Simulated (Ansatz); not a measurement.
**One shape, several levels: NO2F (nitryl fluoride)**

Wanted: a comparison of 6 runs (UHF/STO-3G, B3LYP/STO-3G, CAM-B3LYP/STO-3G, PBE/STO-3G, SVWN5/STO-3G, BCCD(T)/STO-3G) of NO2F (nitryl fluoride). 

The calculation is run with Ansatz 0.2.0.

69 further runs of the same task are left out: 10 that didn't finish, 59 set aside as unsound or not needed.

**1. The structure to begin with**

NO2F has 4 atoms, charge 0, and is taken as a singlet. As SMILES, `O=[N+]([O-])F`. The N2–O1 distance was set to 2.924 Å, away from the relaxed value. At this shape a bond of the SMILES string is far longer than usual.

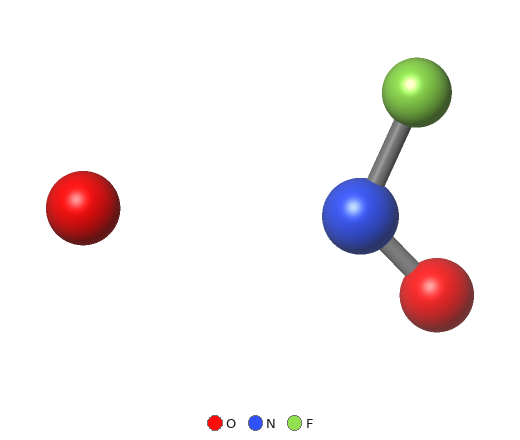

Viewed from a chosen angle; oxygen red, nitrogen blue, fluorine green.

**2. A single-point energy at UHF/STO-3G (run 1)**

Input file molecule.yaml:

```yaml
crystal:
  periodic: [false, false, false]
  atoms:
    - {symbol: O, position_ang: [0.351144, 1.282518, 2.666901]}
    - {symbol: N, position_ang: [0.079720, -0.071800, 0.089140]}
    - {symbol: O, position_ang: [0.476580, -1.068680, -0.376880]}
    - {symbol: F, position_ang: [-0.744590, 0.670550, -0.832510]}
basis:
  gaussian:
    orbitals: STO-3G
magnetization:
  spin_polarized: true
hamiltonian:
  xc: hf
accuracy: high
```

On the command line:

```console
$ ansatz run molecule.yaml --threads 1 --pin off --max-ram 3480MiB --events-out events.jsonl --progress --plain --runs-dir runs
```

Standard output:

```text
Warning: RAYON_NUM_THREADS=1 ignored (pool sized by the plan → 1); use --threads N
[... 34 lines left out ...]
Total energy: -8144.13121998 eV, -299.2913020440 hartree
```

It took 2.1 s on 1 thread of Arm Neoverse V1, shared host.

**3. A single-point energy at B3LYP/STO-3G (run 2)**

Input file molecule.yaml:

```yaml
crystal:
  periodic: [false, false, false]
  atoms:
    - symbol: O
      position_ang: [0.351144, 1.282518, 2.666901]
    - symbol: N
      position_ang: [0.079720, -0.071800, 0.089140]
    - symbol: O
      position_ang: [0.476580, -1.068680, -0.376880]
    - symbol: F
      position_ang: [-0.744590, 0.670550, -0.832510]
basis:
  gaussian: {orbitals: STO-3G}
hamiltonian: {xc: {name: B3LYP}}
accuracy: high
```

On the command line:

```console
$ ansatz run molecule.yaml --threads 1 --pin off --max-ram 3480MiB --events-out events.jsonl --progress --plain --runs-dir runs
```

Standard output:

```text
Warning: RAYON_NUM_THREADS=1 ignored (pool sized by the plan → 1); use --threads N
Functional definition: B3LYP
  name "B3LYP"
  parameter a0 = 0.2
  parameter ax = 0.72
  parameter ac = 0.81
  exchange = (1 - a0 - ax)*slater_x + ax*b88_x + a0*exact_x
  correlation = (1 - ac)*vwn_rpa_c + ac*lyp_c
335 factors; integrals over basis functions are off by at most 4.2e-8 eV
mean field evaluation 1: about -8127.1148 eV, gradient 4.9e1 eV
mean field evaluation 2: about -7608.8731 eV, gradient 2.4e1 eV
mean field evaluation 4: about -8099.2248 eV, gradient 6.9e1 eV
mean field evaluation 8: about -8174.6037 eV, gradient 5.6e-1 eV
mean field evaluation 16: about -8174.6019 eV, gradient 6.6e-5 eV
mean field evaluation 32: about -8174.5930 eV, gradient 1.3e-1 eV
mean field -8174.60194712 eV, -300.4110806125 hartree, gradient 7.8e-8 eV, S^2 0.000000; 4 other end points of the search recorded, 0 dependent functions left out
reference -8174.60196638 eV, -300.4110813203 hartree; 16, 16 occupied and 4, 4 virtual orbitals, 335 factors
Total energy: -8174.60196638 eV, -300.4110813203 hartree
```

It took 2.9 s on 1 thread of Arm Neoverse V1, shared host; peak memory 0.091 GiB.

**4. The energy at CAM-B3LYP/STO-3G (run 3)**

Input file run.yaml:

```yaml
crystal:
  periodic: [false, false, false]
  atoms:
    - {symbol: O, position_ang: [0.351144, 1.282518, 2.666901]}
    - {symbol: "N", position_ang: [0.079720, -0.071800, 0.089140]}
    - {symbol: O, position_ang: [0.476580, -1.068680, -0.376880]}
    - {symbol: F, position_ang: [-0.744590, 0.670550, -0.832510]}
basis:
  gaussian:
    orbitals: STO-3G
hamiltonian:
  xc: {name: CAM-B3LYP}
accuracy: high
```

On the command line:

```console
$ ansatz run run.yaml --threads 1 --pin off --max-ram 3480MiB --events-out events.jsonl --progress --plain --runs-dir runs
```

Standard output:

```text
Warning: RAYON_NUM_THREADS=1 ignored (pool sized by the plan → 1); use --threads N
Functional definition: CAM-B3LYP
  name "CAM-B3LYP"
  parameter alpha = 0.19
  parameter beta = 0.46
  parameter omega = 0.33/bohr
[... 1 set-up line as earlier in the session ...]
  exchange = (1 - alpha - beta)*b88_x + beta*b88_x_sr(omega) + alpha*exact_x + beta*exact_x_lr(omega)
  correlation = (1 - ac)*vwn5_c + ac*lyp_c
335 factors; integrals over basis functions are off by at most 4.2e-8 eV
164 factors; integrals over basis functions are off by at most 1.3e-9 eV
mean field evaluation 1: about -8122.7274 eV, gradient 4.9e1 eV
mean field evaluation 2: about -7606.6186 eV, gradient 2.8e1 eV
mean field evaluation 4: about -8100.9743 eV, gradient 6.5e1 eV
mean field evaluation 8: about -8171.4594 eV, gradient 3.1e0 eV
mean field evaluation 16: about -8171.5099 eV, gradient 3.0e-5 eV
mean field evaluation 32: about -8171.5020 eV, gradient 1.5e-1 eV
mean field -8171.50989310 eV, -300.2974497231 hartree, gradient 2.6e-8 eV, S^2 0.000000; 4 other end points of the search recorded, 0 dependent functions left out
reference -8171.50990247 eV, -300.2974500673 hartree; 16, 16 occupied and 4, 4 virtual orbitals, 335 factors
Total energy: -8171.50990247 eV, -300.2974500673 hartree
```

Wall time 3.3 s (1 thread of Arm Neoverse V1, shared host); peak memory 0.093 GiB.

Runs 4 to 5 aren't shown in full; the table further down has their settings and results.

**5. The energy at BCCD(T)/STO-3G (run 6)**

Input file in.yaml:

```yaml
crystal:
  periodic: [false, false, false]
  atoms:
    - {symbol: O, position_ang: [0.351144, 1.282518, 2.666901]}
    - {symbol: N, position_ang: [0.079720, -0.071800, 0.089140]}
    - {symbol: O, position_ang: [0.476580, -1.068680, -0.376880]}
    - {symbol: F, position_ang: [-0.744590, 0.670550, -0.832510]}
basis:
  gaussian: {orbitals: STO-3G}
correlation: {method: bccd_t, frozen_orbitals: {F: 1, "N": 1, O: 1}}
accuracy: high
scf: {omitted_lower_state_checks: [cluster_reference, increment]}
```

On the command line:

```console
$ ansatz run in.yaml --threads 1 --pin off --max-ram 3480MiB --events-out events.jsonl --progress --plain --runs-dir runs
```

Standard output:

```text
Warning: RAYON_NUM_THREADS=1 ignored (pool sized by the plan → 1); use --threads N
[... 16 lines left out ...]
4 core orbitals not correlated: weight in the atoms' cores, before any rotation towards them, 1.000 or more for the frozen orbitals, at most 0.000 for the correlated occupied ones
[... 250 lines left out ...]
Total energy: -8147.37076175 eV, -299.4103530079 hartree
Checks for a lower state left out: cluster_reference, increment
```

It took 1.7 s on 1 thread of Arm Neoverse V1, shared host.

**6. All runs side by side**

```
run             level  frozen core orbitals  energy (Eh)  wall time
  1        UHF/STO-3G                     –  -299.291302      2.1 s
  2      B3LYP/STO-3G                     –  -300.411081      2.9 s
  3  CAM-B3LYP/STO-3G                     –  -300.297450      3.3 s
  4        PBE/STO-3G                     –  -300.132420      2.4 s
  5      SVWN5/STO-3G                     –  -298.232775      1.5 s
  6    BCCD(T)/STO-3G                     4  -299.410353      1.7 s
```

**7. Summary of results**

| quantity | value |
| --- | --- |
| run 6: total energy | -299.41035 Eh |
| run 6: correlation energy (4 core orbitals frozen) | -230.0 mEh |
| run 6: (T) correction | -10.28 mEh |

In words: Totals of different functionals can't be ranked against each other. In run 6 the log says that unrestricted orbitals would lower the reference, so the values rest on an unstable closed-shell determinant (other closed-shell runs at this shape may share the fault). In runs 1, 2, 3, 4, 5, 6 the basis is minimal, so the values are rough. In runs 2, 3, 4, 5 a closed-shell determinant meets a far-stretched bond, which it describes badly. Spin contamination of the reference: run 1 ⟨S²⟩ = 2.07. Where it is this large, the reference is a mixture of spin states, and values that rest on it are in doubt. All runs together took 14 s, the longest 3.3 s.
